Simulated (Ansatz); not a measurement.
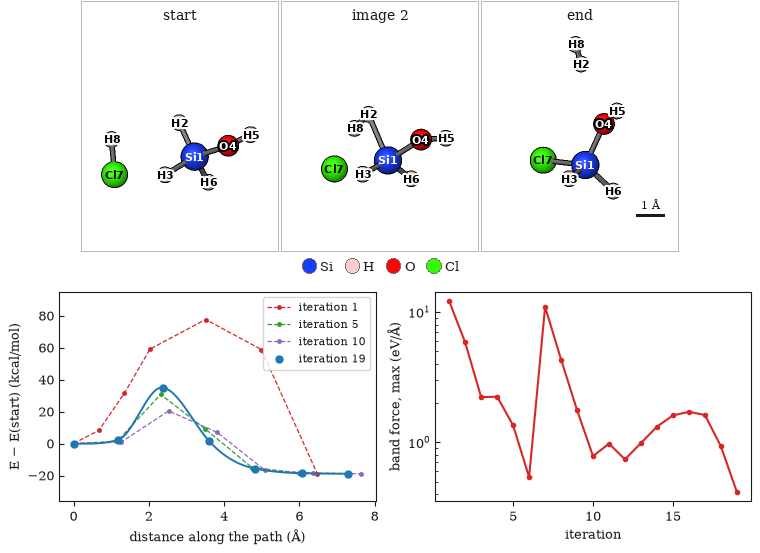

A nudged-elastic-band calculation for SiH5OCl, made up at the start of SiH4O and HCl. Images are numbered from 0 (start) to 6 (end). The plot follows the band through its iterations. A ball-and-stick model, seen at a tilt.

Computed with RKS B3LYP/def2-SVP in Ansatz 0.2.0. Set-up: 5 movable images; climbing image; force threshold 0.5 eV/Å; iteration limit 60; starting path through a guess of the saddle point.

Judge this run.

Answer. The run met only a loose threshold, so the barrier can't be trusted yet. The band converged in 19 iterations. The largest component of the band force went from 12 to 0.42 eV/Å. The climbing image converged on the top of the path. Its curvatures weren't checked. The force threshold is so loose that the height of the top is at best an upper bound. The first iteration put the highest image at 77.7 kcal/mol. The energy climbs by 35.1 kcal/mol to image 2 and then falls by 53.9 kcal/mol, so the end point sits at −18.8 kcal/mol.

Limits of the set-up: the start holds two separate molecules, 2.8 Å apart at their closest, whose relative position is a soft coordinate and is computed without a dispersion correction.

Cost: 3.6 min on 1 thread of Arm Neoverse V1, on a shared host, peak memory 0.16 GiB.
